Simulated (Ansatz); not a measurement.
# GeSiH6O (SMILES [OH][GeH2][SiH3]) at CCSD/cc-pVDZ

What is the energy change on altering one bond length of GeSiH6O at CCSD/cc-pVDZ? 

The results are computed with Ansatz 0.2.0.

63 further runs of the same task are left out: 63 set aside as unsound or not needed. Runs told in other sessions of the task aren't counted.

### 1 The molecule

The species is GeSiH6O (9 atoms), meant as a singlet with charge 0. As SMILES, `[OH][GeH2][SiH3]`. Geometry: relaxed at PBE0-D4/def2-TZVP. This is one conformer, not always the lowest.

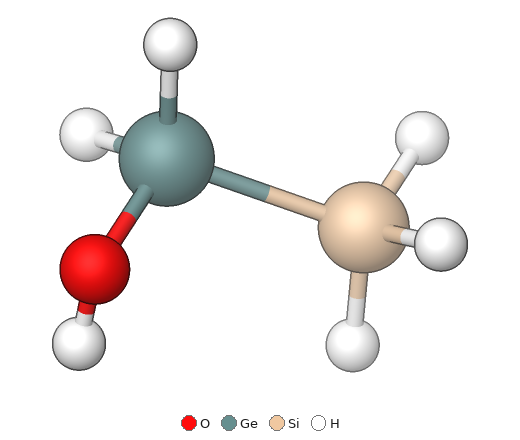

The structure, seen from a chosen angle (oxygen red, germanium teal, silicon light orange, hydrogen white).

### 2 The energy at CCSD/cc-pVDZ

Contents of in.yaml:

```yaml
crystal:
  periodic: [false, false, false]
  atoms:
    - symbol: O
      position_ang: [-1.665400, 1.003200, -0.854800]
    - symbol: Ge
      position_ang: [0.086300, 0.899600, -0.495500]
    - symbol: Si
      position_ang: [0.525800, -1.010700, 0.870400]
    - symbol: H
      position_ang: [-1.973400, 0.267900, -1.389000]
    - symbol: H
      position_ang: [0.873700, 0.832100, -1.824400]
    - symbol: H
      position_ang: [0.388100, 2.226700, 0.215900]
    - symbol: H
      position_ang: [1.986000, -1.132800, 1.128400]
    - symbol: H
      position_ang: [0.060100, -2.236200, 0.166300]
    - symbol: H
      position_ang: [-0.192800, -0.896100, 2.165800]
basis:
  gaussian:
    orbitals: cc-pVDZ
correlation:
  method: ccsd
  frozen_orbitals: {Ge: 9, H: 0, O: 1, Si: 5}
accuracy: high
scf:
  omitted_lower_state_checks: [cluster_reference, increment]
```

Started as:

```bash
$ ansatz run in.yaml --threads 1 --pin off --max-ram 3480MiB --events-out events.jsonl --progress --plain --runs-dir runs
```

Output:

```text
Warning: RAYON_NUM_THREADS=1 ignored (pool sized by the plan → 1); use --threads N
Functional definition: HF
  name "HF"
  exchange = exact_x
  correlation = 0
these checks for a lower state are left out or cut short: cluster_reference, increment
2066 factors; integrals over basis functions are off by at most 4.7e-9 eV
mean field evaluation 1: about -66464.6722 eV, gradient 3.4e1 eV
mean field evaluation 2: about -66464.6885 eV, gradient 3.4e1 eV
mean field evaluation 4: about -66467.3913 eV, gradient 2.7e0 eV
mean field evaluation 8: about -66467.4276 eV, gradient 9.5e-2 eV
mean field -66467.42768136 eV, -2442.6329140493 hartree, gradient 2.7e-8 eV, S^2 0.000000; 0 other end points of the search recorded, 0 dependent functions left out
15 core orbitals not correlated: weight in the atoms' cores, before any rotation towards them, 1.000 or more for the frozen orbitals, at most 0.000 for the correlated occupied ones
reference -66467.42768136 eV, -2442.6329140493 hartree; 15, 15 occupied and 59, 59 virtual orbitals, 2066 factors
second order -11.26806684 eV of doubles, -0.00000000 eV of singles
cycle   1  -12.05068229 eV  change   -7.8e-1 eV  update   9.3e-2
cycle   2  -12.46573088 eV  change   -4.2e-1 eV  update   2.9e-2
cycle   3  -12.55627929 eV  change   -9.1e-2 eV  update   1.5e-2
cycle   4  -12.55179653 eV  change    4.5e-3 eV  update   3.5e-3
cycle   5  -12.55097082 eV  change    8.3e-4 eV  update   1.4e-3
cycle   6  -12.55098485 eV  change   -1.4e-5 eV  update   4.2e-4
cycle   7  -12.55075973 eV  change    2.3e-4 eV  update   1.6e-4
cycle   8  -12.55072163 eV  change    3.8e-5 eV  update   5.5e-5
cycle   9  -12.55074559 eV  change   -2.4e-5 eV  update   2.1e-5
cycle  10  -12.55074705 eV  change   -1.5e-6 eV  update   7.9e-6
cycle  11  -12.55074637 eV  change    6.8e-7 eV  update   3.0e-6
cycle  12  -12.55074858 eV  change   -2.2e-6 eV  update   1.1e-6
cycle  13  -12.55074862 eV  change   -3.9e-8 eV  update   4.7e-7
cycle  14  -12.55074913 eV  change   -5.0e-7 eV  update   2.0e-7
cycle  15  -12.55074924 eV  change   -1.2e-7 eV  update   8.4e-8
cycle  16  -12.55074924 eV  change    5.5e-9 eV  update   4.2e-8
cycle  17  -12.55074924 eV  change   -3.8e-9 eV  update   2.8e-8
cycle  18  -12.55074939 eV  change   -1.5e-7 eV  update   1.1e-7
cycle  19  -12.55074942 eV  change   -2.9e-8 eV  update   2.7e-8
cycle  20  -12.55074942 eV  change   -4.9e-9 eV  update   8.3e-9
cycle  21  -12.55074942 eV  change    1.8e-9 eV  update   3.3e-9
Total energy: -66479.97843078 eV, -2443.0941455833 hartree
Checks for a lower state left out: cluster_reference, increment
```

It took 19 s on 1 thread of Arm Neoverse V1, shared host; peak memory 0.49 GiB.

### 3 The distorted shape

Contents of input.yaml:

```yaml
crystal:
  periodic: [false, false, false]
  atoms:
    - {symbol: O, position_ang: [-1.295799, 1.885562, -0.213759]}
    - {symbol: Ge, position_ang: [0.455901, 1.781962, 0.145541]}
    - {symbol: Si, position_ang: [0.895401, -0.128338, 1.511441]}
    - {symbol: H, position_ang: [-1.973400, 0.267900, -1.389000]}
    - {symbol: H, position_ang: [1.243301, 1.714462, -1.183359]}
    - {symbol: H, position_ang: [0.757701, 3.109062, 0.856941]}
    - {symbol: H, position_ang: [2.355601, -0.250438, 1.769441]}
    - {symbol: H, position_ang: [0.429701, -1.353838, 0.807341]}
    - {symbol: H, position_ang: [0.176801, -0.013738, 2.806841]}
basis:
  gaussian:
    orbitals: cc-pVDZ
correlation:
  method: ccsd
  frozen_orbitals: {Ge: 9, H: 0, O: 1, Si: 5}
accuracy: high
scf:
  omitted_lower_state_checks: [cluster_reference, increment]
```

Started as:

```bash
$ ansatz run input.yaml --threads 1 --pin off --max-ram 3480MiB --events-out events.jsonl --progress --plain --runs-dir runs
```

Output:

```text
Warning: RAYON_NUM_THREADS=1 ignored (pool sized by the plan → 1); use --threads N
Functional definition: HF
  name "HF"
  exchange = exact_x
  correlation = 0
these checks for a lower state are left out or cut short: cluster_reference, increment
2061 factors; integrals over basis functions are off by at most 4.7e-9 eV
mean field evaluation 1: about -66453.9123 eV, gradient 4.6e1 eV
mean field evaluation 2: about -66453.9510 eV, gradient 4.6e1 eV
mean field evaluation 4: about -66460.5525 eV, gradient 5.3e0 eV
mean field evaluation 8: about -66460.7862 eV, gradient 3.8e-1 eV
mean field evaluation 16: about -66448.9979 eV, gradient 2.7e1 eV
mean field -66460.78717280 eV, -2442.3888798610 hartree, gradient 1.0e-7 eV, S^2 0.000000; 1 other end points of the search recorded, 0 dependent functions left out; unrestricted orbitals would lower it
15 core orbitals not correlated: weight in the atoms' cores, before any rotation towards them, 1.000 or more for the frozen orbitals, at most 0.000 for the correlated occupied ones
reference -66460.78717280 eV, -2442.3888798610 hartree; 15, 15 occupied and 59, 59 virtual orbitals, 2061 factors
second order -12.70168986 eV of doubles, -0.00000000 eV of singles
cycle   1  -13.17070968 eV  change   -4.7e-1 eV  update   1.5e-1
cycle   2  -13.96323268 eV  change   -7.9e-1 eV  update   7.9e-2
cycle   3  -14.33729121 eV  change   -3.7e-1 eV  update   4.2e-2
cycle   4  -14.33561275 eV  change    1.7e-3 eV  update   1.4e-2
cycle   5  -14.34795070 eV  change   -1.2e-2 eV  update   8.1e-3
cycle   6  -14.35482835 eV  change   -6.9e-3 eV  update   4.8e-3
cycle   7  -14.35362700 eV  change    1.2e-3 eV  update   3.3e-3
cycle   8  -14.35683847 eV  change   -3.2e-3 eV  update   1.4e-3
cycle   9  -14.35681765 eV  change    2.1e-5 eV  update   7.2e-4
cycle  10  -14.35584788 eV  change    9.7e-4 eV  update   5.0e-4
cycle  11  -14.35580190 eV  change    4.6e-5 eV  update   4.4e-4
cycle  12  -14.35570722 eV  change    9.5e-5 eV  update   3.7e-4
cycle  13  -14.35591977 eV  change   -2.1e-4 eV  update   2.8e-4
cycle  14  -14.35621436 eV  change   -2.9e-4 eV  update   1.6e-4
cycle  15  -14.35617837 eV  change    3.6e-5 eV  update   7.4e-5
cycle  16  -14.35606987 eV  change    1.1e-4 eV  update   3.4e-5
cycle  17  -14.35606099 eV  change    8.9e-6 eV  update   1.5e-5
cycle  18  -14.35605703 eV  change    4.0e-6 eV  update   6.9e-6
cycle  19  -14.35606257 eV  change   -5.5e-6 eV  update   4.6e-6
cycle  20  -14.35607019 eV  change   -7.6e-6 eV  update   3.2e-6
cycle  21  -14.35607017 eV  change    1.9e-8 eV  update   1.7e-6
cycle  22  -14.35607034 eV  change   -1.7e-7 eV  update   9.3e-7
cycle  23  -14.35606983 eV  change    5.1e-7 eV  update   5.1e-7
cycle  24  -14.35606964 eV  change    1.9e-7 eV  update   2.9e-7
cycle  25  -14.35606947 eV  change    1.6e-7 eV  update   2.3e-7
cycle  26  -14.35606946 eV  change    1.7e-8 eV  update   2.1e-7
cycle  27  -14.35607060 eV  change   -1.1e-6 eV  update   4.8e-7
cycle  28  -14.35607070 eV  change   -9.8e-8 eV  update   1.9e-7
cycle  29  -14.35607101 eV  change   -3.2e-7 eV  update   1.2e-7
cycle  30  -14.35607115 eV  change   -1.3e-7 eV  update   8.0e-8
cycle  31  -14.35607117 eV  change   -2.4e-8 eV  update   6.4e-8
cycle  32  -14.35607122 eV  change   -5.2e-8 eV  update   4.7e-8
cycle  33  -14.35607121 eV  change    1.5e-8 eV  update   2.4e-8
cycle  34  -14.35607119 eV  change    1.9e-8 eV  update   9.3e-9
cycle  35  -14.35607119 eV  change   8.9e-10 eV  update   4.8e-9
cycle  36  -14.35607118 eV  change    4.2e-9 eV  update   2.4e-9
cycle  37  -14.35607118 eV  change    2.2e-9 eV  update   1.3e-9
Total energy: -66475.14324399 eV, -2442.9164557460 hartree
Checks for a lower state left out: cluster_reference, increment
```

It took 30 s on 1 thread of Arm Neoverse V1, shared host; peak memory 0.49 GiB.

### 4 Summary of results

Level: CCSD/cc-pVDZ, 15 core orbitals frozen.

| quantity | value |
| --- | --- |
| first shape: total energy | -2443.09415 Eh |
| first shape: correlation energy (15 core orbitals frozen) | -461.2 mEh |
| first shape: T1 diagnostic | 0.011 |
| distorted shape: total energy | -2442.91646 Eh |
| distorted shape: correlation energy (15 core orbitals frozen) | -527.6 mEh |
| distorted shape: T1 diagnostic | 0.021 |
| energy change with the O1–H4 bond stretched from 0.960 to 2.111 Å | 4.835 eV |

In words: One bond (distorted shape) is far stretched, which a spin-restricted single reference describes badly; a broken-symmetry solution may lie lower. With the O1–H4 bond stretched from 0.960 to 2.111 Å the energy rises by 4.84 eV (112 kcal/mol). The first shape isn't relaxed at this level, so the change isn't measured from a minimum. A restricted reference can't describe the breaking bond well at this length. The T1 diagnostic (distorted shape) of 0.021 is above the customary mark for such species, so a single reference may not serve. The restricted solution (distorted shape) is unstable to spin breaking: an unrestricted one lies lower.
